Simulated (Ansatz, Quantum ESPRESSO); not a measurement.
**AlSi3 (Fm-3m): zone-centre phonons**

Aim: the zone-centre modes of AlSi3 (Fm-3m).

Method: DFT PBEsol, scalar-relativistic, plane waves, PseudoDojo norm-conserving pseudopotentials, in Quantum ESPRESSO 7.5.

The structure was built from a prototype and need not be the compound's stable phase.

**1. The structure**

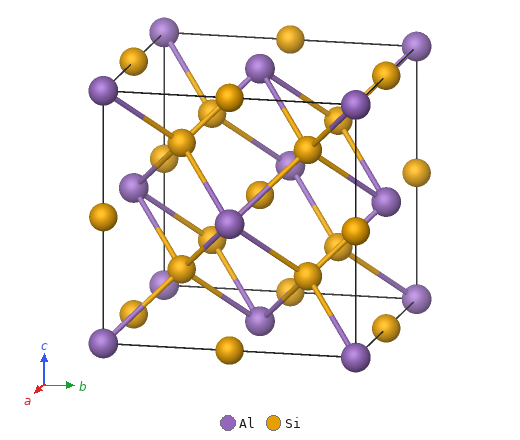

The starting structure, seen slightly off an axis (aluminium purple, silicon orange). This picture shows the conventional cell, with its axes. Some periodic images of atoms are drawn too.

**2. A probe with smearing**

Before anything dear is run, a loose run with smearing shows whether this is a metal and how far the cell is from rest.

probe.in

```
 &control
    calculation='scf',
    prefix='x',
    outdir='./tmp',
    pseudo_dir='./pseudo',
    tprnfor=.true.,
    tstress=.true.,
    verbosity='high',
 /
 &system
    ibrav=2,
    celldm(1)=11.6806671,
    nat=4,
    ntyp=2,
    ecutwfc=40.0,
    occupations='smearing',
    smearing='gaussian',
    degauss=0.01,
 /
 &electrons
    conv_thr=1.0d-07,
    mixing_beta=0.7,
    electron_maxstep=100,
 /
ATOMIC_SPECIES
 Al     26.9815  Al.upf
 Si     28.0850  Si.upf
ATOMIC_POSITIONS crystal
 Al     0.000000000   0.000000000   0.000000000
 Si     0.500000000   0.500000000   0.500000000
 Si     0.750000000   0.750000000   0.750000000
 Si     0.250000000   0.250000000   0.250000000
K_POINTS automatic
 6 6 6 0 0 0
```

On the command line:

```console
$ OMP_NUM_THREADS=1 mpirun -n 4 pw.x -nk 4 -in probe.in > probe.out
```

The program printed:

```text
[banners, grids, parts of the stress and lines that vanish by symmetry left out]
Program PWSCF v.7.5
     bravais-lattice index     =            2
     lattice parameter (alat)  =      11.6807  a.u.
[...]
kinetic-energy cutoff     =      40.0000  Ry
     charge density cutoff     =     160.0000  Ry
     scf convergence threshold =      1.0E-07
[...]
Exchange-correlation= PBESOL
                           (   1   4  10   8   0   0   0)
[...]
48 Sym. Ops., with inversion, found
[...]
(     0          1          0      )
                  (     0          0          1      )
[...]
(  0.0000000  1.0000000  0.0000000 )
                  (  0.0000000  0.0000000  1.0000000 )
[...]
(     1          0         -1      )
                  (     0          0         -1      )
[...]
(     0          1          0      )
[...]
( -1.0000000  0.0000000  0.0000000 )
                  (  0.0000000  1.0000000  0.0000000 )
[...]
number of k points=    16  Gaussian smearing, width (Ry)=  0.0100
[...]
End of self-consistent calculation
[...]
the Fermi energy is    10.0111 ev
!    total energy              =     -29.92741095 Ry
[...]
convergence has been achieved in   6 iterations
[...]
atom    1 type  1   force =     0.00000000    0.00000000   -0.00000000
     atom    2 type  2   force =     0.00000000    0.00000000   -0.00000000
     atom    3 type  2   force =     0.00000000    0.00000000    0.00000000
     atom    4 type  2   force =     0.00000000    0.00000000    0.00000000
[...]
Total force =     0.000000     Total SCF correction =     0.000000
[...]
total   stress  (Ry/bohr**3)                   (kbar)     P=        3.13
[...]
XML data file, charge density, pseudopotentials, collected wavefunctions

   JOB DONE.
```

Elapsed: 2.3 s, on 4 MPI ranks of Arm Neoverse V1, shared host; 9 s of CPU time.

Numbers from this step:

| Item | Value |
| --- | --- |
| volume per atom | 14.76 Å³ |
| pressure | 0.313 GPa |
| gap on the k-mesh | 0 eV |

No gap opens on this mesh, so smearing is kept; the start stands at 0.31 GPa.

**3. Relaxing the cell and atoms**

The relaxation runs at a cutoff a fifth above that of the response, since stress converges more slowly with the basis than frequencies do. Forces and stress are brought to rest with tight thresholds.

relax.in

```
 &control
    calculation='vc-relax',
    prefix='x',
    outdir='./tmp',
    pseudo_dir='./pseudo',
    tprnfor=.true.,
    tstress=.true.,
    forc_conv_thr=2.0d-05,
    etot_conv_thr=1.0d-07,
    nstep=40,
 /
 &system
    ibrav=2,
    celldm(1)=11.6806671,
    nat=4,
    ntyp=2,
    ecutwfc=48,
    occupations='smearing',
    smearing='mv',
    degauss=0.02,
 /
 &electrons
    conv_thr=1.0d-11,
    mixing_beta=0.7,
    electron_maxstep=100,
 /
 &ions
 /
 &cell
    press_conv_thr=0.2,
 /
ATOMIC_SPECIES
 Al     26.9815  Al.upf
 Si     28.0850  Si.upf
ATOMIC_POSITIONS crystal
 Al     0.000000000   0.000000000   0.000000000
 Si     0.500000000   0.500000000   0.500000000
 Si     0.750000000   0.750000000   0.750000000
 Si     0.250000000   0.250000000   0.250000000
K_POINTS automatic
 8 8 8 0 0 0
```

On the command line:

```console
$ OMP_NUM_THREADS=1 mpirun -n 4 pw.x -nk 4 -in relax.in > relax.out
```

The program printed:

```text
[banners, grids, parts of the stress and lines that vanish by symmetry left out]
[banner, memory and clock lines left out]
Program PWSCF v.7.5

[...]
kinetic-energy cutoff     =      48.0000  Ry
     charge density cutoff     =     192.0000  Ry
     scf convergence threshold =      1.0E-11
[...]
energy convergence thresh.=      1.0E-07
     force convergence thresh. =      2.0E-05
     press convergence thresh. =      2.0E-01
     Exchange-correlation= PBESOL
                           (   1   4  10   8   0   0   0)
[...]
48 Sym. Ops., with inversion, found
[...]
number of k points=    29  Marzari-Vanderbilt smearing, width (Ry)=  0.0200
[...]
End of self-consistent calculation
[...]
the Fermi energy is     9.9607 ev
!    total energy              =     -29.93688567 Ry
[...]
convergence has been achieved in   9 iterations
[...]
atom    1 type  1   force =     0.00000000    0.00000000   -0.00000000
     atom    2 type  2   force =     0.00000000    0.00000000    0.00000000
     atom    3 type  2   force =    -0.00000000   -0.00000000   -0.00000000
     atom    4 type  2   force =     0.00000000    0.00000000    0.00000000
     Total force =     0.000000     Total SCF correction =     0.000000
[...]
total   stress  (Ry/bohr**3)                   (kbar)     P=        6.65
[...]
number of bfgs steps    =   0
[...]
CELL_PARAMETERS (alat= 11.68066710)
[...]
ATOMIC_POSITIONS (crystal)
Al              -0.0000000000       -0.0000000000        0.0000000000
Si               0.5000000000        0.5000000000        0.5000000000
Si               0.7500000000        0.7500000000        0.7500000000
Si               0.2500000000        0.2500000000        0.2500000000
[...]
New effective cutoffs (rho, wfc):  190.54   47.89
[...]
End of self-consistent calculation
[...]
the Fermi energy is     9.9161 ev
!    total energy              =     -29.93693231 Ry
[...]
convergence has been achieved in   5 iterations
[...]
atom    1 type  1   force =     0.00000000    0.00000000    0.00000000
     atom    2 type  2   force =    -0.00000000    0.00000000   -0.00000000
     atom    3 type  2   force =     0.00000000    0.00000000    0.00000000
     atom    4 type  2   force =    -0.00000000    0.00000000   -0.00000000
     Total force =     0.000000     Total SCF correction =     0.000000
[...]
total   stress  (Ry/bohr**3)                   (kbar)     P=        3.51
[...]
number of bfgs steps    =   1
[...]
CELL_PARAMETERS (alat= 11.68066710)
[...]
ATOMIC_POSITIONS (crystal)
[...]
New effective cutoffs (rho, wfc):  190.07   47.77
[...]
End of self-consistent calculation
[...]
the Fermi energy is     9.8673 ev
!    total energy              =     -29.93695056 Ry
[...]
convergence has been achieved in   7 iterations
[...]
atom    1 type  1   force =    -0.00000000   -0.00000000    0.00000000
     atom    2 type  2   force =    -0.00000000   -0.00000000   -0.00000000
     atom    3 type  2   force =    -0.00000000    0.00000000    0.00000000
     atom    4 type  2   force =     0.00000000   -0.00000000   -0.00000000
     Total force =     0.000000     Total SCF correction =     0.000000
[...]
total   stress  (Ry/bohr**3)                   (kbar)     P=        0.11
[...]
number of bfgs steps    =   2
[...]
CELL_PARAMETERS (alat= 11.68066710)
[...]
ATOMIC_POSITIONS (crystal)
[...]
New effective cutoffs (rho, wfc):  190.05   47.77
[...]
End of self-consistent calculation
[...]
the Fermi energy is     9.8658 ev
!    total energy              =     -29.93695057 Ry
[...]
convergence has been achieved in   4 iterations
[...]
atom    1 type  1   force =     0.00000000    0.00000000    0.00000000
     atom    2 type  2   force =    -0.00000000    0.00000000    0.00000000
     atom    3 type  2   force =     0.00000000   -0.00000000    0.00000000
     atom    4 type  2   force =    -0.00000000    0.00000000   -0.00000000
     Total force =     0.000000     Total SCF correction =     0.000000
[...]
total   stress  (Ry/bohr**3)                   (kbar)     P=        0.00
[...]
bfgs converged in   4 scf cycles and   3 bfgs steps
[...]
End of BFGS Geometry Optimization
     Final enthalpy           =     -29.9369505727 Ry
     File ./tmp/x.bfgs deleted, as requested
[...]
CELL_PARAMETERS (alat= 11.68066710)
[...]
ATOMIC_POSITIONS (crystal)
[...]
Si               0.7500000000        0.7500000000        0.7500000000
Si               0.2500000000        0.2500000000        0.2500000000
[...]
Final scf calculation at the relaxed structure.
[...]
kinetic-energy cutoff     =      48.0000  Ry
     charge density cutoff     =     192.0000  Ry
     scf convergence threshold =      1.0E-13
[...]
press convergence thresh. =      2.0E-01
     Exchange-correlation= PBESOL
                           (   1   4  10   8   0   0   0)
[...]
48 Sym. Ops., with inversion, found
[...]
number of k points=    29  Marzari-Vanderbilt smearing, width (Ry)=  0.0200
[...]
c_bands:  1 eigenvalues not converged
[...]
End of self-consistent calculation
[...]
the Fermi energy is     9.8658 ev
!    total energy              =     -29.93695141 Ry
[...]
convergence has been achieved in   9 iterations
[...]
atom    1 type  1   force =     0.00000000    0.00000000    0.00000000
     atom    2 type  2   force =     0.00000000    0.00000000    0.00000000
     atom    3 type  2   force =     0.00000000   -0.00000000    0.00000000
     atom    4 type  2   force =     0.00000000    0.00000000    0.00000000
     Total force =     0.000000     Total SCF correction =     0.000000
[...]
total   stress  (Ry/bohr**3)                   (kbar)     P=       -0.00
[...]
XML data file, charge density, pseudopotentials, collected wavefunctions
```

Wall time 21 s (4 MPI ranks).

Relaxation path:

```tsv
step	energy less that of the first step (eV)	largest force (eV/Å)	pressure (GPa)	volume (Å³)
1	0.0000	0.0000	0.67	59.04
2	-0.0006	0.0000	0.35	59.24
3	-0.0009	0.0000	0.01	59.46
4	-0.0009	0.0000	0.00	59.47
5	-0.0009	0.0000	0.00	59.47
```

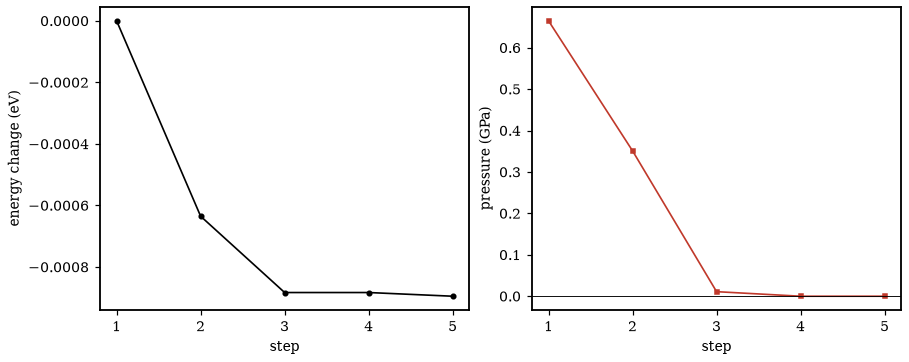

Energy and pressure along the relaxation.

```tsv
conventional cell, symmetrised	before	after	change
a (Å)	6.181	6.196	+0.2 %
b (Å)	6.181	6.196	+0.2 %
c (Å)	6.181	6.196	+0.2 %
volume (Å³/atom)	14.76	14.87	+0.7 %
```

The relaxed structure:

```xyz
4
Lattice="-3.0980 0.0000 3.0980 0.0000 3.0980 3.0980 -3.0980 3.0980 0.0000" Properties=species:S:1:pos:R:3 pbc="T T T"
Al    0.0000    0.0000    0.0000
Si   -3.0980    3.0980    3.0980
Si   -4.6470    4.6470    4.6470
Si   -1.5490    1.5490    1.5490
```

The last row of the table of steps is pw.x's closing run on a basis chosen anew for the final cell, so its energy can jump.

Read from the output:

```
volume per atom : 14.87 Å³
pressure        : 0 GPa
```

The volume changes by +0.7 % from the cell with which this run began.

**4. Self-consistent run for the response**

The response is built on this ground state, so it is converged far tighter than an energy would need. Smearing stays on, as the first look found no gap above 0.3 eV.

scf.in

```
 &control
    calculation='scf',
    prefix='x',
    outdir='./tmp',
    pseudo_dir='./pseudo',
    tprnfor=.true.,
    tstress=.true.,
 /
 &system
    ibrav=2,
    celldm(1)=11.70883846,
    nat=4,
    ntyp=2,
    ecutwfc=40.0,
    occupations='smearing',
    smearing='mv',
    degauss=0.02,
 /
 &electrons
    conv_thr=1.0d-12,
    mixing_beta=0.7,
    electron_maxstep=100,
 /
ATOMIC_SPECIES
 Al     26.9815  Al.upf
 Si     28.0850  Si.upf
ATOMIC_POSITIONS crystal
 Al     0.000000000   0.000000000   0.000000000
 Si     0.500000000   0.500000000   0.500000000
 Si     0.750000000   0.750000000   0.750000000
 Si     0.250000000   0.250000000   0.250000000
K_POINTS automatic
 8 8 8 0 0 0
```

On the command line:

```console
$ OMP_NUM_THREADS=1 mpirun -n 4 pw.x -nk 4 -in scf.in > scf.out
```

The program printed:

```text
[banners, grids, parts of the stress and lines that vanish by symmetry left out]
[banner, memory and clock lines left out]
Program PWSCF v.7.5

[...]
kinetic-energy cutoff     =      40.0000  Ry
     charge density cutoff     =     160.0000  Ry
     scf convergence threshold =      1.0E-12
[...]
Exchange-correlation= PBESOL
                           (   1   4  10   8   0   0   0)
[...]
48 Sym. Ops., with inversion, found
[...]
number of k points=    29  Marzari-Vanderbilt smearing, width (Ry)=  0.0200
[...]
End of self-consistent calculation
[...]
the Fermi energy is     9.8659 ev
!    total energy              =     -29.93691339 Ry
[...]
convergence has been achieved in   9 iterations
[...]
atom    1 type  1   force =     0.00000000    0.00000000   -0.00000000
     atom    2 type  2   force =     0.00000000   -0.00000000   -0.00000000
     atom    3 type  2   force =     0.00000000   -0.00000000   -0.00000000
     atom    4 type  2   force =    -0.00000000    0.00000000   -0.00000000
     Total force =     0.000000     Total SCF correction =     0.000000
[...]
total   stress  (Ry/bohr**3)                   (kbar)     P=       -0.07
[...]
XML data file, charge density, pseudopotentials, collected wavefunctions
```

Wall time 4.8 s (4 MPI ranks).

This step gave:

```
pressure : -0.007000 GPa
```

The cell stands at -0.0070 GPa, close enough for phonons.

(Continued in part 2 of 2.)

[Host names and launcher messages were left out of these logs when they were recorded.]

[Logs are printed without paths, hosts, clocks, repeated set-up lines and the standing remarks that a program may print on its own settings, such as how far it seeks lower states.]

[Hosts, paths, dates, database ids (printed as entryN), source tags and the programs' standing remarks are cut or masked in the printed files.]
